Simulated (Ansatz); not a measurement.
# SnF2 (SMILES [F][Sn][F]): methods side by side

The species is SnF2 (3 atoms), meant as a singlet with charge 0. SMILES: `[F][Sn][F]`. Geometry: a GFN2-xTB relaxation, a rough one for these elements and not checked as a minimum.

```xyz
3

Sn    0.0053   -0.0076   -0.8651
F     1.6183   -0.0212    0.4431
F    -1.6236    0.0288    0.4221
```

Quantity: the vertical energy of the triplet above the singlet, in eV. The values are calculated.

```csv
level,kind,program,value (eV),less CCSD(T)/STO-3G,CPU time (all runs)
HF/STO-3G,Hartree–Fock,Ansatz,1.10,-0.56,2.3 s
SVWN5/STO-3G,LDA,Ansatz,2.31,+0.65,6.2 s
BLYP/STO-3G,GGA,Ansatz,2.23,+0.57,11 s
r2SCAN/STO-3G,meta-GGA,Ansatz,2.05,+0.39,30 s
r2SCAN0/STO-3G,hybrid meta-GGA,Ansatz,1.83,+0.17,15 s
wB97M-V/STO-3G,range-separated hybrid,Ansatz,2.12,+0.46,63 s
RPA@PBE/STO-3G,RPA,Ansatz,1.79,+0.13,15 s
MP2/STO-3G,perturbation theory,Ansatz,1.72,+0.06,2.2 s
CCSD(T)/STO-3G,coupled cluster or CI,Ansatz,1.66,0.00,3 s
CCSDT/STO-3G,coupled cluster or CI,Ansatz,1.65,-0.01,5.1 s
```

Differences are taken from CCSD(T)/STO-3G for orientation; it has basis-set and higher-order errors of its own. All-electron rows without a relativistic Hamiltonian named are non-relativistic. Spin-orbit coupling, which can split open shells on such heavy atoms by tenths of an eV, is left out. The values span 1.10 to 2.31 eV. All rows use very small basis sets, so none should be taken for the real molecule's value. In the correlated wave-function rows the outer d shell of Sn is correlated, in sets not made for it. CPU times are rough (shared hosts, several kinds of processor and program).

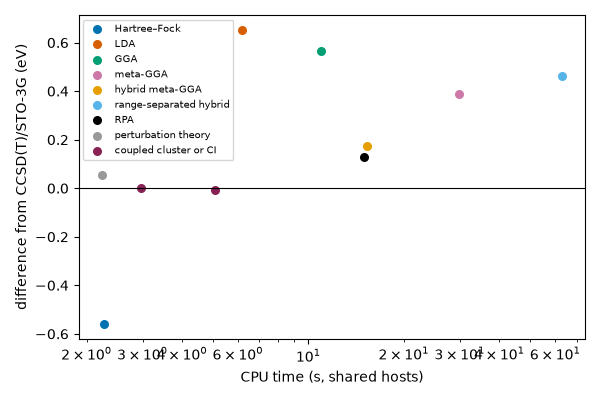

Difference from CCSD(T)/STO-3G against processor time, one point a level.
